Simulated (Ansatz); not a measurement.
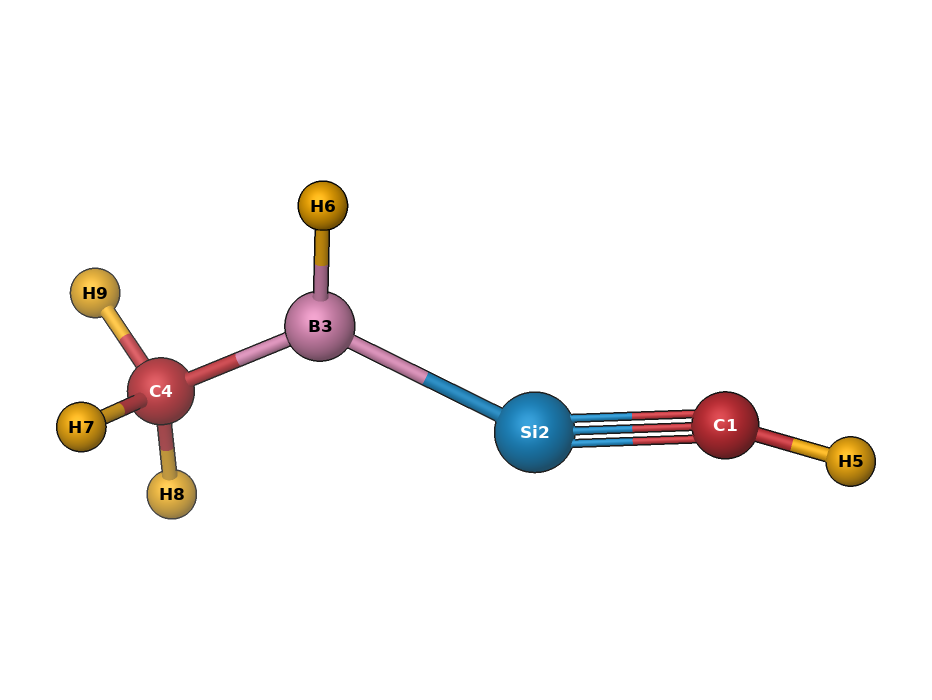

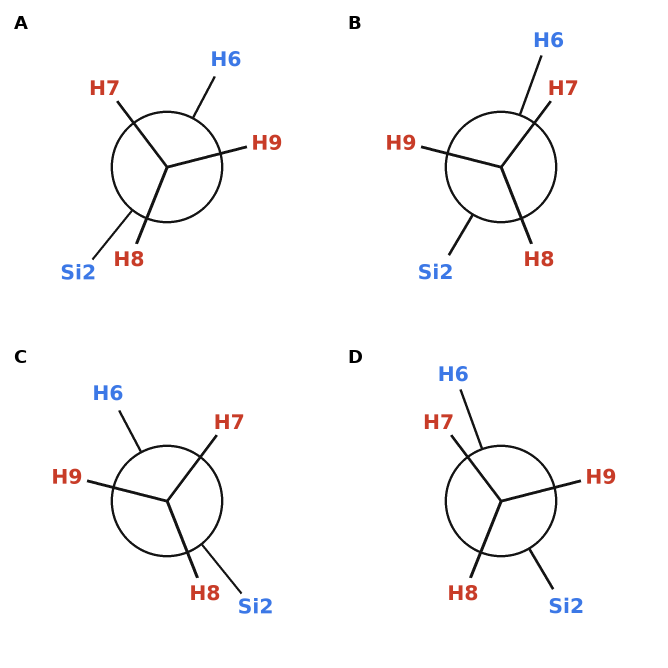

Depth is shown by fading: the farther an atom, the more it takes the colour of the background. Bonds that would overlap in a projection are set slightly apart. The geometry was computed by an optimisation with PBE0-D4/def2-TZVP. No frequency run is at hand to confirm it as a minimum.

### Which Newman projection shows the view along C4–B3, with C4 in front?

C. The torsion angle H7–C4–B3–Si2 is 113°, anticlinal.
